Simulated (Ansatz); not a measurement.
## Electronic structure of BFH4OSi (SMILES BO[SiH2]F) in real space

```xyz
8

B    -0.6191    1.3095   -2.3719
F     0.9848    1.1521    0.9654
O    -0.7539    1.3622   -1.0261
Si   -0.2243    0.3804    0.2154
H    -0.0449    0.3737   -2.8879
H    -1.0891    2.2087   -3.0254
H    -1.3390    0.2209    1.1718
H     0.3013   -0.8944   -0.3268
```

Geometry: B3LYP-D3(BJ)/def2-SVP.

These are results of isolated molecule in a Gaussian basis; Kohn-Sham density functional theory, functional PBE0 in Ansatz 0.2.0, not measurements.

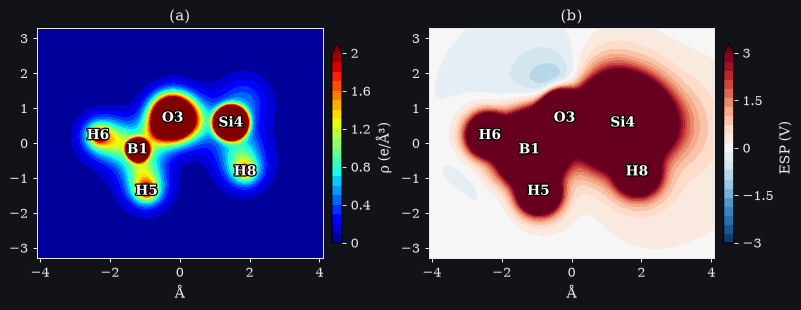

Figure 1. (a) total electron density; (b) molecular electrostatic potential on the plane of atoms O3, B1 and H6.

Question: Interpret the plot.

Answer:
- Atoms in the plane: B, O, Si and H.
- B–O (1.35 Å): ρ is about 2.1 e/Å³ halfway.
- Si–O (1.67 Å): ρ is about 1.1 e/Å³ halfway.
- B–H (1.21 Å): ρ at the midpoint is about 1.3 e/Å³.
- Si–H (1.48 Å): ρ is about 0.86 e/Å³ halfway.
- Outside the dense part of the molecule the potential is most negative (−0.9 V) near O3.

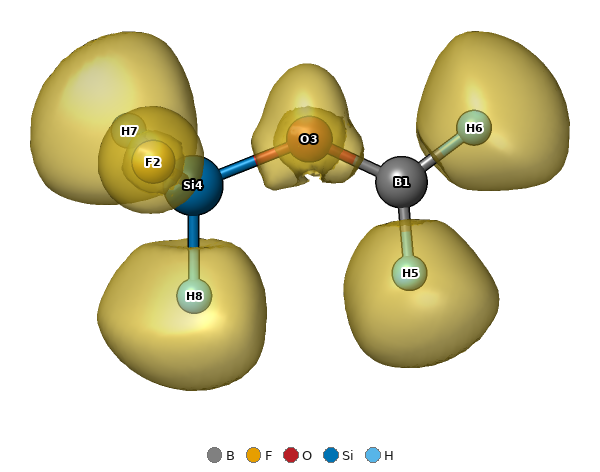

Figure 2. Isosurface of the ELF at 0.8 (yellow), seen across its widest extent. Only the valence region is drawn (cores and ρ < 0.01 e/Å³ removed).

Question: Where are the electrons localised?

Answer: At this value the surface marks out four regions around hydrogen nuclei, one region on O in which the atom's valence shell and bonds are merged and one region wrapped around F (its lone pairs, merged into a ring or cap). Along the contacts the grid gives the following. B–O (1.35 Å): the ELF peaks at about 0.90 between the atoms; a polar covalent bond. Si–F (1.62 Å): the ELF peaks at about 0.85 in the valence shell of F, 0.6 Å from its nucleus, and is about 0.55 at the midpoint.

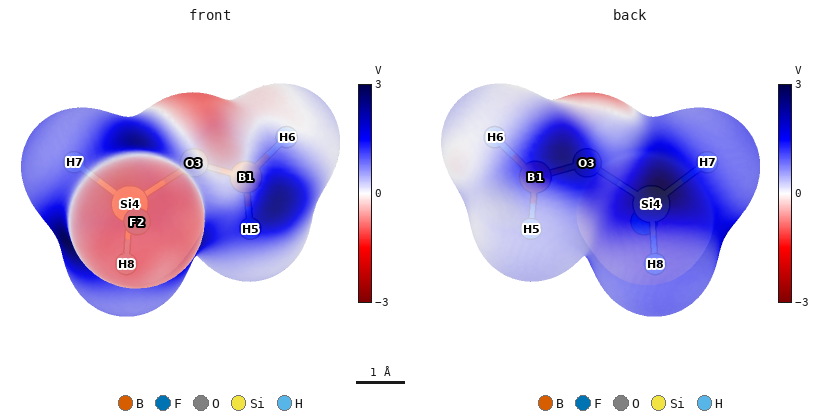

Figure 3. The electrostatic potential painted on the density surface at 0.004 e/bohr³, seen from the front and from behind; red is negative and blue positive.

Question: Which sites attract a positive test charge, and which a negative one?

Answer: A positive charge is drawn to the negative regions and a negative charge to the positive ones. The most negative region (about −0.9 V) lies over F2 and O3, the most positive (about +2.9 V) over Si4.

Question: What dipole moment does the calculation give?

Answer: Its dipole moment is 1.48 D.
